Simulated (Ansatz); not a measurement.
**Geometry relaxation of CH$_{9}$AlSi (part 2 of 2)**

The same run, continued: CH$_{9}$AlSi; RKS PBE0-D4/6-31G* (Ansatz 0.2.0). It belongs to a series of runs on one base structure; here: end point B relaxed.

Geometry of the input (Å):
```
Al 0.0261  -0.5703  -0.3462
H  -0.0137  0.2652  2.2841
H  1.3065  0.3573  -0.5742
C  -1.7321  0.0014  -1.0065
H  -2.5368  -0.6985  -0.7474
H  -2.0159  0.9957  -0.6357
H  -1.7101  0.0738  -2.1048
Si 0.1929  -2.6860  0.6700
H  -0.5390  -3.7280  -0.1184
H  1.5796  -3.2058  0.8823
H  -0.4598  -2.6901  2.0189
H  0.0085  -0.4086  2.0542
```

**Trajectory as extended XYZ (Å, eV, eV/Å), 9 of the 23 frames kept, from step=1 to step=23**
```
12
Properties=species:S:1:pos:R:3:forces:R:3 step=1 energy=-15648.16425
Al    0.0261   -0.5703   -0.3462   -0.1010   0.8611  -0.4399
H    -0.0137    0.2652    2.2841   -0.0409   1.5000   0.4561
H     1.3065    0.3573   -0.5742    0.0147   0.0145   0.0160
C    -1.7321    0.0014   -1.0065   -0.0951   0.0263  -0.0191
H    -2.5368   -0.6985   -0.7474    0.0500   0.0551   0.0036
H    -2.0159    0.9957   -0.6357    0.0149  -0.0346  -0.0298
H    -1.7101    0.0738   -2.1048    0.0115   0.0189   0.0600
Si    0.1929   -2.6860    0.6700    0.1145  -1.1609   0.3495
H    -0.5390   -3.7280   -0.1184    0.0193  -0.0192  -0.0130
H     1.5796   -3.2058    0.8823   -0.0056   0.0134   0.0003
H    -0.4598   -2.6901    2.0189   -0.0043  -0.0076  -0.0163
H     0.0085   -0.4086    2.0542    0.0221  -1.2671  -0.3673
12
Properties=species:S:1:pos:R:3:forces:R:3 step=4 energy=-15648.31879
Al    0.0067   -0.6096   -0.3047    0.0721   0.0128  -0.0096
H    -0.0865    0.6055    2.0510   -0.0101  -0.0996  -0.0274
H     1.3101    0.3027   -0.4890   -0.0338  -0.0061   0.0040
C    -1.7297    0.0325   -0.9583   -0.0073   0.0011   0.0339
H    -2.5676   -0.6189   -0.6875    0.0082   0.0142   0.0044
H    -1.9445    1.0396   -0.5811   -0.0284   0.0252  -0.0088
H    -1.7151    0.1087   -2.0543    0.0135  -0.0017   0.0047
Si    0.2273   -2.8648    0.6458   -0.0298  -0.0247  -0.0054
H    -0.4700   -3.8817   -0.2026    0.0082  -0.0145   0.0149
H     1.6349   -3.3326    0.8238    0.0049   0.0002   0.0040
H    -0.4229   -2.9353    1.9949    0.0116  -0.0198  -0.0126
H    -0.1366   -0.1398    2.1382   -0.0092   0.1129  -0.0020
12
Properties=species:S:1:pos:R:3:forces:R:3 step=7 energy=-15648.32969
Al    0.0072   -0.6136   -0.2506    0.0203   0.0126  -0.0111
H    -0.1114    0.6262    1.8610   -0.0083  -0.0636   0.0054
H     1.3127    0.2915   -0.4341   -0.0003   0.0036   0.0061
C    -1.7202    0.0517   -0.9089   -0.0243   0.0180  -0.0061
H    -2.5732   -0.5723   -0.6203    0.0138   0.0068   0.0014
H    -1.9221    1.0778   -0.5761    0.0147  -0.0160   0.0006
H    -1.6995    0.0846   -2.0079   -0.0051  -0.0115   0.0196
Si    0.2375   -2.8952    0.6417   -0.0179  -0.0102   0.0150
H    -0.4401   -3.9118   -0.2226    0.0020   0.0085   0.0009
H     1.6509   -3.3479    0.8166    0.0014   0.0076   0.0001
H    -0.4121   -3.0032    1.9884    0.0049  -0.0165  -0.0042
H    -0.2235   -0.0815    2.0890   -0.0012   0.0608  -0.0277
12
Properties=species:S:1:pos:R:3:forces:R:3 step=9 energy=-15648.33239
Al    0.0111   -0.6089   -0.2287    0.0030  -0.0077  -0.0028
H    -0.1231    0.6189    1.7946   -0.0045  -0.0368   0.0121
H     1.3194    0.2906   -0.4097    0.0115   0.0129   0.0031
C    -1.7144    0.0593   -0.8898   -0.0101   0.0107  -0.0080
H    -2.5719   -0.5386   -0.5618    0.0090   0.0088  -0.0010
H    -1.8915    1.1009   -0.5932    0.0060  -0.0160  -0.0053
H    -1.7134    0.0472   -1.9892   -0.0080  -0.0082   0.0191
Si    0.2426   -2.8989    0.6464   -0.0191  -0.0063   0.0089
H    -0.4251   -3.9034   -0.2399    0.0063   0.0043   0.0041
H     1.6581   -3.3462    0.8198   -0.0010   0.0057  -0.0021
H    -0.4114   -3.0386    1.9882    0.0036  -0.0035  -0.0120
H    -0.2742   -0.0758    2.0396    0.0034   0.0361  -0.0162
12
Properties=species:S:1:pos:R:3:forces:R:3 step=12 energy=-15648.33379
Al    0.0114   -0.5989   -0.2068   -0.0569  -0.0326   0.0277
H    -0.0710    0.6115    1.7598   -0.0084  -0.0218   0.0202
H     1.3096    0.3126   -0.3487    0.0760   0.0408  -0.0319
C    -1.7148    0.0590   -0.8758   -0.0251   0.0142  -0.0240
H    -2.5760   -0.4731   -0.4555    0.0163   0.0086  -0.0028
H    -1.8480    1.1309   -0.6827    0.0044  -0.0206  -0.0017
H    -1.7639   -0.0689   -1.9669    0.0011  -0.0056   0.0263
Si    0.2426   -2.9001    0.6376   -0.0059  -0.0147  -0.0007
H    -0.3789   -3.8901   -0.2969    0.0029  -0.0036   0.0014
H     1.6574   -3.3341    0.8472    0.0002   0.0067  -0.0009
H    -0.4540   -3.0867    1.9517   -0.0003   0.0088  -0.0116
H    -0.3082   -0.0558    2.0132   -0.0042   0.0197  -0.0020
12
Properties=species:S:1:pos:R:3:forces:R:3 step=15 energy=-15648.33575
Al    0.0191   -0.5931   -0.2120    0.0034   0.0019  -0.0005
H    -0.0506    0.5996    1.8031   -0.0263  -0.0552   0.0195
H     1.3244    0.3194   -0.3646   -0.0048  -0.0059   0.0017
C    -1.7133    0.0601   -0.8694   -0.0390   0.0228  -0.0386
H    -2.5692   -0.4118   -0.3708    0.0352   0.0225  -0.0216
H    -1.8122    1.1486   -0.7650    0.0007  -0.0537  -0.0048
H    -1.8103   -0.1639   -1.9430    0.0016   0.0116   0.0661
Si    0.2450   -2.8990    0.6196    0.0008  -0.0039   0.0029
H    -0.3396   -3.8921   -0.3356    0.0043   0.0046   0.0036
H     1.6572   -3.3202    0.8705   -0.0067   0.0024   0.0019
H    -0.4907   -3.0906    1.9112    0.0027  -0.0033  -0.0077
H    -0.3536   -0.0508    2.0321    0.0281   0.0563  -0.0226
12
Properties=species:S:1:pos:R:3:forces:R:3 step=17 energy=-15648.33645
Al    0.0185   -0.5916   -0.2091   -0.0022   0.0008  -0.0055
H    -0.0346    0.6025    1.7985    0.0048   0.0083  -0.0040
H     1.3264    0.3169   -0.3627   -0.0042  -0.0056  -0.0008
C    -1.7162    0.0622   -0.8602   -0.0057  -0.0038  -0.0026
H    -2.5657   -0.3713   -0.3191    0.0120   0.0112  -0.0100
H    -1.7954    1.1545   -0.8058   -0.0054  -0.0104  -0.0025
H    -1.8433   -0.2139   -1.9167   -0.0019   0.0077   0.0159
Si    0.2424   -2.9011    0.6126    0.0045  -0.0081   0.0069
H    -0.2911   -3.8948   -0.3726    0.0080   0.0141   0.0106
H     1.6523   -3.3011    0.9095   -0.0145  -0.0020   0.0029
H    -0.5364   -3.1166    1.8753    0.0084  -0.0019  -0.0151
H    -0.3507   -0.0393    2.0267   -0.0038  -0.0101   0.0041
12
Properties=species:S:1:pos:R:3:forces:R:3 step=20 energy=-15648.33693
Al    0.0124   -0.5933   -0.2128    0.0065  -0.0014  -0.0066
H     0.0059    0.6041    1.7854    0.0020   0.0029  -0.0031
H     1.3250    0.3023   -0.3895    0.0038   0.0077  -0.0043
C    -1.7280    0.0667   -0.8438   -0.0359  -0.0097   0.0000
H    -2.5673   -0.3183   -0.2510    0.0275   0.0149  -0.0221
H    -1.7836    1.1622   -0.8441    0.0016  -0.0250  -0.0016
H    -1.9003   -0.2628   -1.8788    0.0093   0.0150   0.0338
Si    0.2427   -2.9015    0.6090   -0.0225  -0.0603   0.0258
H    -0.1798   -3.8928   -0.4356    0.0258   0.0391   0.0546
H     1.6357   -3.2704    1.0188   -0.0612   0.0170  -0.0180
H    -0.6358   -3.1588    1.8003    0.0449   0.0035  -0.0614
H    -0.3206   -0.0312    2.0183   -0.0019  -0.0037   0.0030
12
Properties=species:S:1:pos:R:3:forces:R:3 step=23 energy=-15648.33794
Al    0.0110   -0.5960   -0.2199    0.0019  -0.0007   0.0049
H     0.0250    0.6041    1.7729    0.0002   0.0007   0.0009
H     1.3235    0.2981   -0.4101   -0.0009  -0.0019  -0.0047
C    -1.7331    0.0663   -0.8369    0.0049   0.0012   0.0016
H    -2.5701   -0.3309   -0.2514   -0.0044  -0.0026   0.0030
H    -1.7926    1.1606   -0.8200    0.0000   0.0027   0.0005
H    -1.9031   -0.2455   -1.8766   -0.0007   0.0001  -0.0040
Si    0.2369   -2.9013    0.6110   -0.0004  -0.0061   0.0004
H    -0.1420   -3.8978   -0.4402    0.0051   0.0034   0.0058
H     1.6191   -3.2537    1.0594   -0.0081   0.0033  -0.0014
H    -0.6690   -3.1680    1.7742    0.0024  -0.0007  -0.0063
H    -0.2994   -0.0296    2.0136   -0.0001   0.0007  -0.0008
```

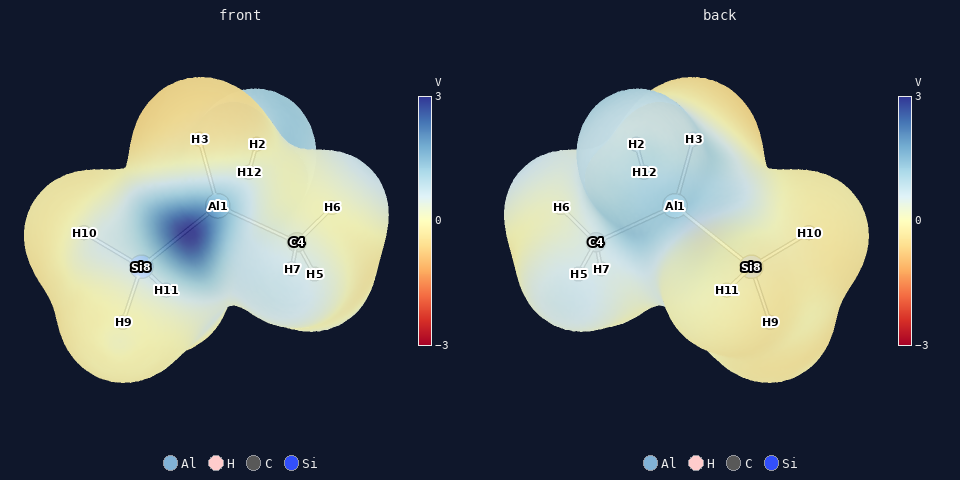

The molecular electrostatic potential painted on the density surface at 0.002 e/bohr³, seen at a tilt and from behind; red is negative and blue positive.

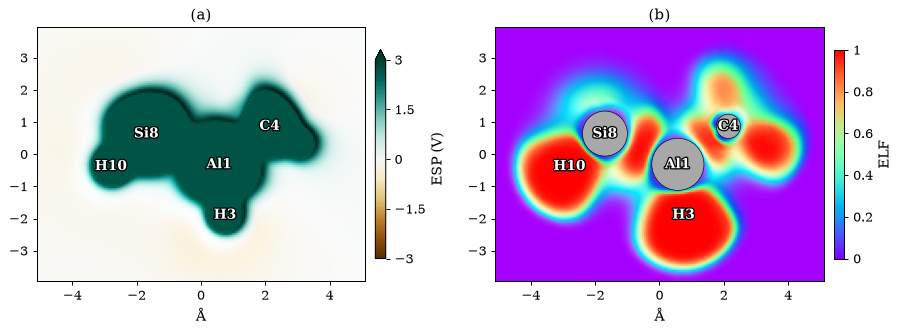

(a) molecular electrostatic potential; (b) ELF on the plane of atoms C4, Al1 and Si8. Grey discs, where drawn, cover atomic cores. Atoms in the plane: Al, H, C and Si. Si–H (1.50 Å): the ELF climbs to about 1 towards the hydrogen, as it does in any bond to H. Al–H (1.60 Å): the ELF climbs to about 1 towards the hydrogen.

**Summary**

```csv
quantity,value
outcome,converged
total energy,−15648.3380 eV
mean-field energy,−15648.1649 eV
largest force (length of the vector) at the end,0.009 eV/Å
wall time,81 s
peak memory,0.15 GiB
```
